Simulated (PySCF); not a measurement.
## Geometry relaxation of C₄H₁₄Si₃ (part 1 of 2)

- system: C₄H₁₄Si₃
- method: PBE0-D3(BJ)/def2-SVP geometry optimisation, gas phase (PySCF 2.14.0)

It belongs to a series of runs on one base structure; here: H on Si replaced by cBu.

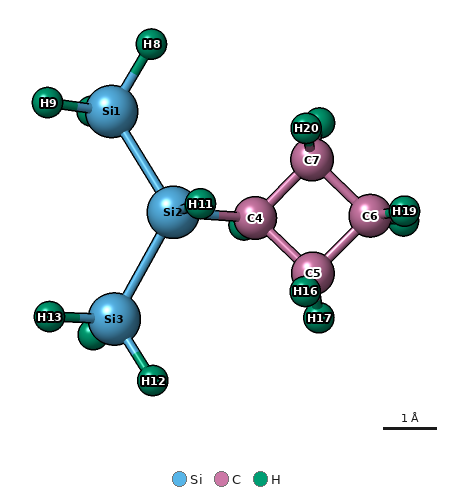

**Figure 1.** The input geometry (ball-and-stick view, seen at a tilt; atoms are numbered from 1 in the order of the input).

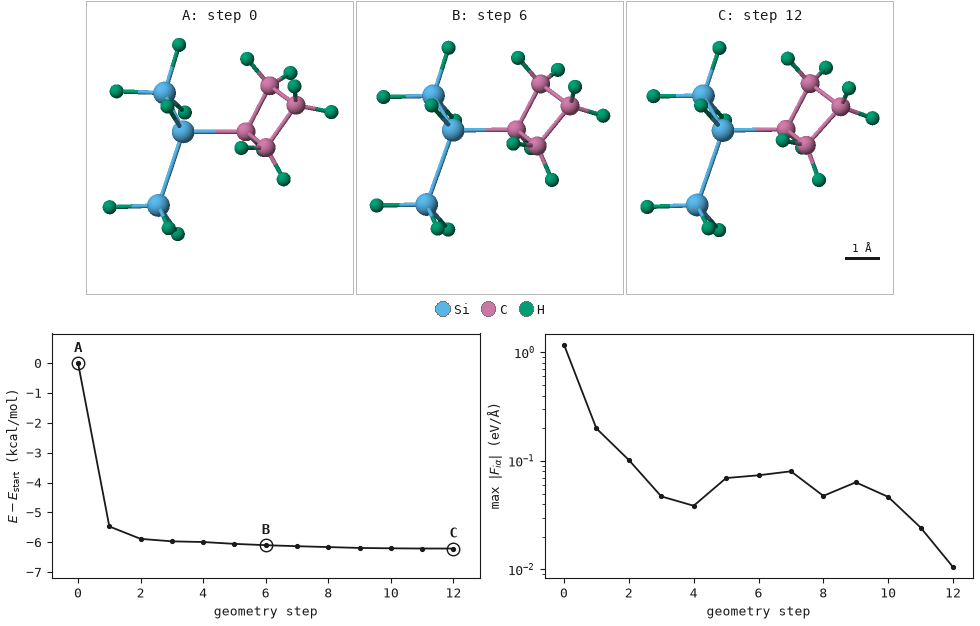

**Figure 2.** Frames of the relaxation (ball-and-stick view, seen at a tilt) above the curves, on which the letters mark them (steps are counted from 0).

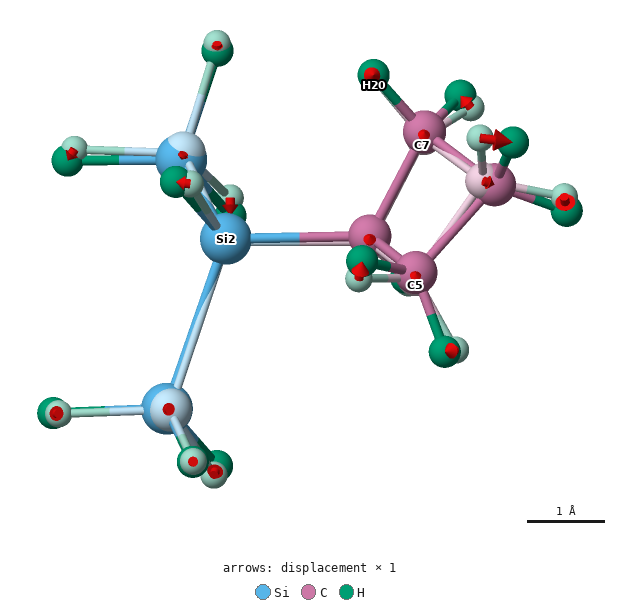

**Figure 3.** Start (faint) and end (solid) with the displacements as red arrows, at true length (ball-and-stick view, seen at a tilt). The two geometries are laid on each other by the best rigid fit. Over 12 geometry steps the energy falls by 6.21 kcal/mol. Largest force component: 1.2 eV/Å at the start, 0.011 eV/Å at the end. The largest move after the best rigid fit is that of H19, 0.44 Å. By element the largest moves are H 0.44 Å, C 0.16 Å, Si 0.14 Å. Among the contacts that change: Si1–H9 1.443 → 1.496 Å, C5–H16 1.067 → 1.102 Å, Si1–H10 1.464 → 1.497 Å, Si2–Si3 2.314 → 2.345 Å. Among the angles that change: Si1–Si2–Si3 117.2° → 109.4°, C4–Si2–H11 104.0° → 109.0°, Si2–Si3–H12 116.1° → 111.1°. (Atoms are counted from 1 in the order of the input.)

These pictures come from the run below.

### The input
```
{"job": {"xc": "PBE0", "basis": "def2-SVP", "d3": "d3bj", "grid": 1, "shake": 0.01, "kind": "geom"}, "charge": 0, "multiplicity": 1}
Si     2.142010     1.978180     0.083060
Si     0.967020     0.092640    -0.587330
Si     2.102760    -1.922970    -0.572840
C     -0.546000    -0.079890     0.509390
C     -1.644520    -1.114900     0.063100
C     -2.735540    -0.038920     0.255180
C     -1.635200     1.025210     0.422110
H      1.373990     3.256170    -0.031300
H      3.328430     2.194990    -0.708770
H      2.559330     1.916950     1.485020
H      0.408150     0.316770    -1.934340
H      1.367810    -3.069570    -1.054240
H      3.302500    -1.826750    -1.398650
H      2.549530    -2.283240     0.791790
H     -0.298710    -0.261680     1.554540
H     -1.530860    -1.405490    -0.956810
H     -1.729640    -1.987300     0.692310
H     -3.331310    -0.186920     1.166040
H     -3.410350     0.085560    -0.582100
H     -1.557470     1.660340    -0.457570
H     -1.753100     1.673100     1.284430
```

The first line tells a small driver script what to run in PySCF; the rest is the geometry in Å.

Launch command:
```bash
OMP_NUM_THREADS=1 python <driver script> task.json out
```

### Log
```
step   0  E = -1028.35445997  max force = 0.022949
step   1  E = -1028.36317675  max force = 0.003873
step   2  E = -1028.36383867  max force = 0.001983
step   3  E = -1028.36397014  max force = 0.000917
step   4  E = -1028.36400661  max force = 0.000751
step   5  E = -1028.36410505  max force = 0.001352
step   6  E = -1028.36417589  max force = 0.001433
step   7  E = -1028.36422991  max force = 0.001560
step   8  E = -1028.36427672  max force = 0.000925
step   9  E = -1028.36432252  max force = 0.001235
step  10  E = -1028.36434265  max force = 0.000907
step  11  E = -1028.36435363  max force = 0.000472
step  12  E = -1028.36435566  max force = 0.000205
optimisation converged
```

### Trajectory as extended XYZ (Å, eV, eV/Å), 13 frames, from step=0 to step=12
```
21
Properties=species:S:1:pos:R:3:forces:R:3 step=0 energy=-27982.95018
Si    2.1420    1.9782    0.0831   -0.4670   0.3482   0.0729
Si    0.9670    0.0926   -0.5873   -0.4826  -0.0319   0.3799
Si    2.1028   -1.9230   -0.5728    0.5058   0.3955   0.4481
C    -0.5460   -0.0799    0.5094   -1.0918  -0.1679  -0.0938
C    -1.6445   -1.1149    0.0631    0.2013   1.1610   0.8775
C    -2.7355   -0.0389    0.2552    0.6411  -0.2530   0.3707
C    -1.6352    1.0252    0.4221   -0.2727  -0.3070  -0.1259
H     1.3740    3.2562   -0.0313   -0.2816  -0.0981  -0.0898
H     3.3284    2.1950   -0.7088    0.9280   0.0417  -0.6223
H     2.5593    1.9169    1.4850    0.1489  -0.2227   0.6264
H     0.4082    0.3168   -1.9343   -0.0110   0.1097  -0.5299
H     1.3678   -3.0696   -1.0542   -0.7670  -0.6550  -0.4047
H     3.3025   -1.8268   -1.3986    0.6268   0.0774  -0.4246
H     2.5495   -2.2832    0.7918    0.0648   0.0517   0.3666
H    -0.2987   -0.2617    1.5545    0.3361  -0.0355   0.3644
H    -1.5309   -1.4055   -0.9568    0.0767  -0.4764  -1.1801
H    -1.7296   -1.9873    0.6923   -0.0115  -0.6837   0.2996
H    -3.3313   -0.1869    1.1660   -0.0240  -0.0293   0.0415
H    -3.4104    0.0856   -0.5821   -0.4138   0.1453  -0.4279
H    -1.5575    1.6603   -0.4576    0.1750   0.2917  -0.3939
H    -1.7531    1.6731    1.2844    0.1186   0.3383   0.4454
21
Properties=species:S:1:pos:R:3:forces:R:3 step=1 energy=-27983.18737
Si    2.4760    2.3791   -0.0363   -0.1506  -0.0047   0.0151
Si    1.2184    0.5073   -0.6863    0.1699   0.0472  -0.1470
Si    2.5854   -1.3985   -0.6392   -0.1967  -0.1119  -0.0095
C    -0.3368    0.2927    0.3696   -0.0047  -0.0649   0.0561
C    -1.3710   -0.7698   -0.0933    0.0595  -0.1984  -0.1724
C    -2.4974    0.2590    0.1078   -0.1236   0.0327  -0.0948
C    -1.4458    1.3726    0.2584    0.0198   0.1529   0.0430
H     1.5822    3.5709   -0.1765    0.0850   0.1138   0.0458
H     3.7082    2.5859   -0.8648   -0.0808  -0.0443   0.0067
H     2.8864    2.2447    1.3978    0.0008   0.0254  -0.0107
H     0.7718    0.7279   -2.1077    0.0359  -0.0142   0.0481
H     1.7724   -2.5606   -1.1336    0.1180  -0.0231   0.0523
H     3.8082   -1.2705   -1.4924   -0.0419   0.0558  -0.0094
H     3.0241   -1.6733    0.7656   -0.0083  -0.0252  -0.0008
H    -0.0509    0.1261    1.4216    0.0229   0.0210  -0.0214
H    -1.2465   -1.0704   -1.1529   -0.0172   0.0717   0.1991
H    -1.4242   -1.6905    0.5109    0.0203   0.0557  -0.0544
H    -3.0715    0.0867    1.0304    0.0130   0.0003   0.0144
H    -3.2137    0.3736   -0.7229    0.0403  -0.0252   0.0788
H    -1.3560    2.0011   -0.6429    0.0153  -0.0347  -0.0029
H    -1.5554    2.0476    1.1223    0.0228  -0.0300  -0.0358
21
Properties=species:S:1:pos:R:3:forces:R:3 step=2 energy=-27983.20538
Si    2.4528    2.3898   -0.0294   -0.0965   0.0078   0.0171
Si    1.2189    0.5084   -0.6996    0.1020   0.0287  -0.0485
Si    2.5669   -1.4112   -0.6359   -0.0737  -0.0338   0.0110
C    -0.3309    0.2915    0.3596   -0.0214  -0.0352   0.0000
C    -1.3656   -0.7721   -0.0987    0.0074  -0.0245   0.0031
C    -2.4920    0.2588    0.1126   -0.0208   0.0103  -0.0352
C    -1.4374    1.3743    0.2517   -0.0008   0.0283   0.0269
H     1.5955    3.6119   -0.1587    0.0449   0.0173   0.0208
H     3.6834    2.5782   -0.8574   -0.0013  -0.0143  -0.0223
H     2.8666    2.2506    1.4026   -0.0020   0.0031   0.0039
H     0.7807    0.7274   -2.1203    0.0122  -0.0062   0.0007
H     1.7873   -2.5930   -1.1272    0.0346  -0.0099   0.0199
H     3.7886   -1.2635   -1.4853    0.0001   0.0265  -0.0141
H     3.0041   -1.6829    0.7701   -0.0059  -0.0055   0.0025
H    -0.0372    0.1283    1.4094    0.0138   0.0071  -0.0016
H    -1.2478   -1.0686   -1.1541   -0.0007   0.0302   0.0185
H    -1.4110   -1.6924    0.5029   -0.0034  -0.0012  -0.0076
H    -3.0558    0.0879    1.0419    0.0204  -0.0004   0.0120
H    -3.2160    0.3696   -0.7085   -0.0111  -0.0067   0.0124
H    -1.3504    1.9971   -0.6532    0.0040  -0.0223  -0.0139
H    -1.5370    2.0516    1.1133   -0.0017   0.0005  -0.0055
21
Properties=species:S:1:pos:R:3:forces:R:3 step=3 energy=-27983.20896
Si    2.4413    2.3927   -0.0251   -0.0036  -0.0022   0.0101
Si    1.2211    0.5100   -0.7119    0.0060   0.0078   0.0006
Si    2.5606   -1.4140   -0.6312    0.0096   0.0047   0.0092
C    -0.3290    0.2909    0.3486   -0.0188  -0.0056  -0.0348
C    -1.3663   -0.7726   -0.1025   -0.0063   0.0081   0.0471
C    -2.4918    0.2578    0.1191    0.0074   0.0006  -0.0179
C    -1.4359    1.3742    0.2444   -0.0024  -0.0036   0.0229
H     1.6096    3.6319   -0.1460    0.0014  -0.0012   0.0017
H     3.6749    2.5683   -0.8523    0.0066  -0.0006  -0.0081
H     2.8524    2.2443    1.4070   -0.0011  -0.0060   0.0009
H     0.7923    0.7269   -2.1351    0.0027  -0.0037  -0.0047
H     1.8028   -2.6090   -1.1202   -0.0037  -0.0015   0.0008
H     3.7850   -1.2522   -1.4755    0.0027   0.0018  -0.0002
H     2.9911   -1.6790    0.7782   -0.0011   0.0040   0.0018
H    -0.0280    0.1310    1.3968    0.0016   0.0005   0.0043
H    -1.2567   -1.0648   -1.1586    0.0045   0.0110  -0.0246
H    -1.4068   -1.6937    0.4977   -0.0035  -0.0123  -0.0070
H    -3.0420    0.0883    1.0569    0.0160  -0.0007   0.0093
H    -3.2268    0.3651   -0.6923   -0.0161  -0.0014   0.0050
H    -1.3552    1.9903   -0.6655    0.0019  -0.0125  -0.0104
H    -1.5287    2.0552    1.1035   -0.0038   0.0130  -0.0059
21
Properties=species:S:1:pos:R:3:forces:R:3 step=4 energy=-27983.20995
Si    2.4395    2.3912   -0.0230    0.0199  -0.0023   0.0039
Si    1.2216    0.5111   -0.7190   -0.0229   0.0000   0.0088
Si    2.5621   -1.4115   -0.6269    0.0229   0.0107   0.0063
C    -0.3301    0.2913    0.3402   -0.0053   0.0052  -0.0357
C    -1.3687   -0.7728   -0.1058   -0.0055   0.0061   0.0386
C    -2.4935    0.2564    0.1245    0.0069   0.0004  -0.0170
C    -1.4378    1.3741    0.2383   -0.0020  -0.0096   0.0226
H     1.6161    3.6361   -0.1403   -0.0066  -0.0046  -0.0019
H     3.6759    2.5628   -0.8477    0.0027   0.0029   0.0003
H     2.8464    2.2350    1.4096   -0.0001  -0.0059  -0.0006
H     0.7990    0.7262   -2.1442    0.0015  -0.0026  -0.0026
H     1.8119   -2.6114   -1.1149   -0.0080   0.0008  -0.0026
H     3.7897   -1.2460   -1.4661    0.0020  -0.0049   0.0035
H     2.9864   -1.6702    0.7855    0.0006   0.0049   0.0015
H    -0.0255    0.1333    1.3879   -0.0076  -0.0013   0.0057
H    -1.2650   -1.0617   -1.1636    0.0023   0.0103  -0.0167
H    -1.4053   -1.6952    0.4926    0.0001  -0.0111  -0.0105
H    -3.0327    0.0877    1.0688    0.0135  -0.0006   0.0076
H    -3.2377    0.3610   -0.6790   -0.0143  -0.0012   0.0066
H    -1.3625    1.9849   -0.6757    0.0008  -0.0111  -0.0091
H    -1.5262    2.0594    1.0944   -0.0009   0.0141  -0.0087
```
